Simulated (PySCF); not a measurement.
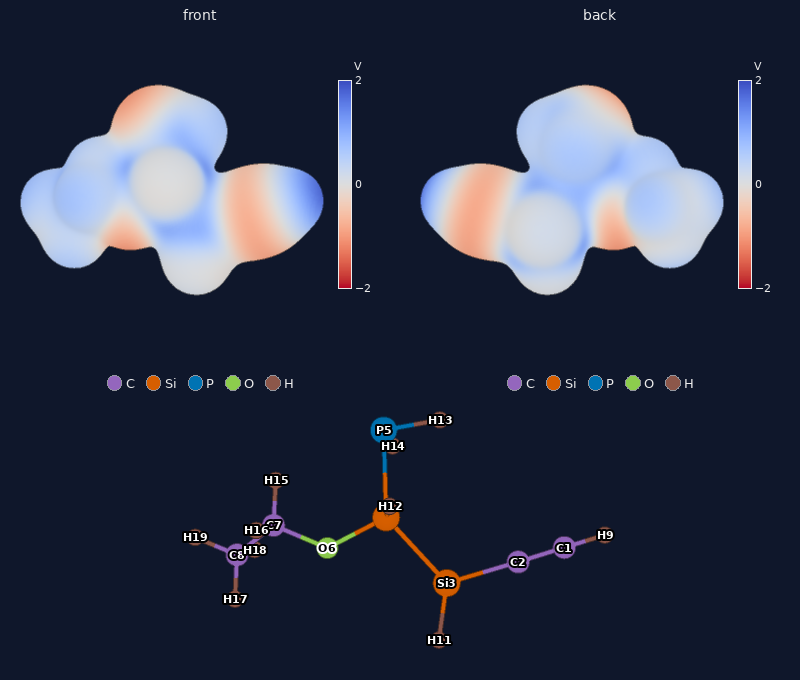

*C$_{4}$H$_{11}$OPSi$_{2}$. The electrostatic potential painted on the density surface at 0.002 e/bohr³, seen from the front and from behind; the colour scale runs from red (negative) to blue (positive). The bare structure is drawn below in the same view.*

Geometry: GFN2-xTB.

The calculation used PBE0/pcSseg-1, SCF density, gas phase, non-relativistic in PySCF.

Input

```
{"job": {"kind": "nmr", "xc": "PBE0", "basis": "pcSseg-1"}, "charge": 0, "multiplicity": 1}
C      4.494501    -1.200353    -0.260529
C      3.457986    -0.933537     0.288429
Si     1.852368    -0.515572     1.108868
Si     0.458815     0.343768    -0.526731
P     -0.373242    -1.009718    -2.132373
O     -0.772360     0.823652     0.420836
C     -2.068132     1.190984     0.039208
C     -3.044632     0.872329     1.159434
H      5.403552    -1.434370    -0.737343
H      1.381395    -1.768419     1.727496
H      2.174221     0.420731     2.194338
H      0.963169     1.482189    -1.325867
H      0.862402    -1.444818    -2.566919
H     -0.534906    -2.112219    -1.310225
H     -2.347191     0.650292    -0.875328
H     -2.076094     2.264833    -0.182937
H     -2.763762     1.412483     2.060138
H     -3.027051    -0.193511     1.373495
H     -4.050843     1.160507     0.868161
```

Launched as:

```sh
OMP_NUM_THREADS=1 python probes_run.py task.json out
```

**Describe the electrostatic potential map.**

The most negative region (about −1.0 V) lies over P5 and O6, the most positive (about +1.6 V) over H9.

**What dipole moment does the calculation give?**

Its dipole moment is 0.45 D.
